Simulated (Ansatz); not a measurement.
System: Cu$_{3}$Ni$_{2}$.

```yaml
crystal:
  lattice:
    - [2.53188, 0.00000, 0.00000]
    - [0.00000, 2.53188, 0.00000]
    - [0.00000, 0.00000, 17.92170]
  atoms:
    - { symbol: Cu, position: [0.00000, 0.00000, 0.39722] }
    - { symbol: Cu, position: [0.50000, 0.50000, 0.89722] }
    - { symbol: Cu, position: [0.00000, 0.00000, 0.00000] }
    - { symbol: Cu, position: [0.50000, 0.50000, 0.50000] }
    - { symbol: Cu, position: [0.50000, 0.50000, 0.10278] }
    - { symbol: Cu, position: [0.00000, 0.00000, 0.60278] }
    - { symbol: Ni, position: [0.50000, 0.50000, 0.29700] }
    - { symbol: Ni, position: [0.00000, 0.00000, 0.79700] }
    - { symbol: Ni, position: [0.00000, 0.00000, 0.20300] }
    - { symbol: Ni, position: [0.50000, 0.50000, 0.70300] }
```

Space group I4/mmm; a structure generated by program, which may or may not match a known phase; spin-polarised.

All numbers below come from DFT PBE, scalar-relativistic, plane waves, PAW (Ansatz 0.2.0).

Q: What will maps of the valence pseudo-density, electron localisation function and spin density show?

A: Ni–Ni (2.46 Å): the density is about 0.34 e/Å³ at the midpoint; the ELF is about 0.25 at the midpoint (no localised pair shows between them).
Cu–Ni (2.54 Å): the density is about 0.28 e/Å³ at the midpoint; the ELF is about 0.25 at the midpoint: no localised pair shows between them.
The spin density sits on Ni: +0.5 μB (×4) in one cell of 10 atoms: parallel main moments (a ferromagnetic arrangement) in this solution. The cell of the calculation (5 atoms) carries 0.8 μB of net spin moment.

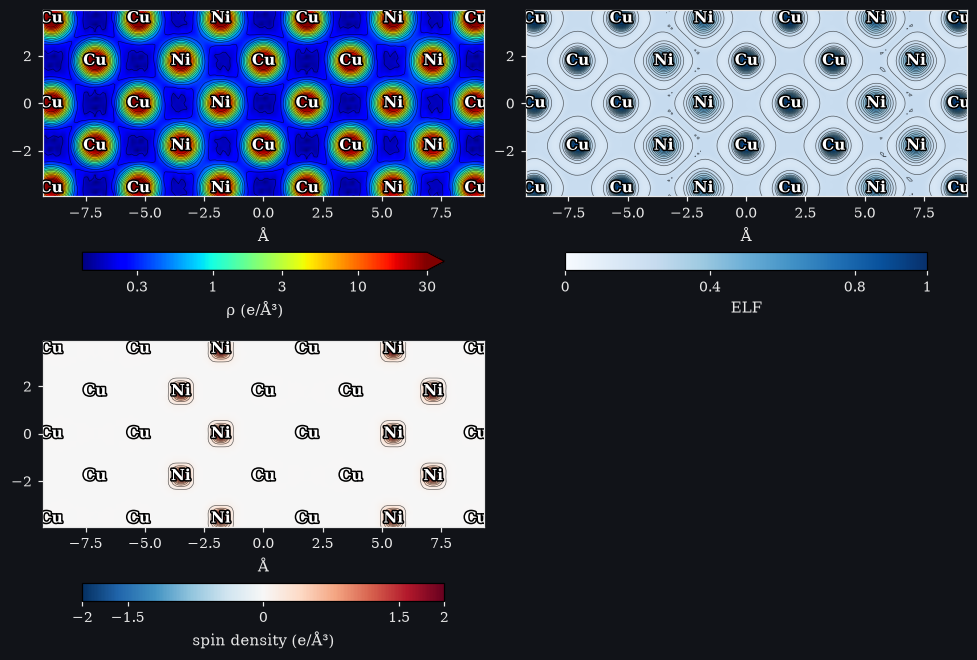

Computed valence pseudo-density, electron localisation function and spin density on the (110) plane of the conventional cell, in this order. 
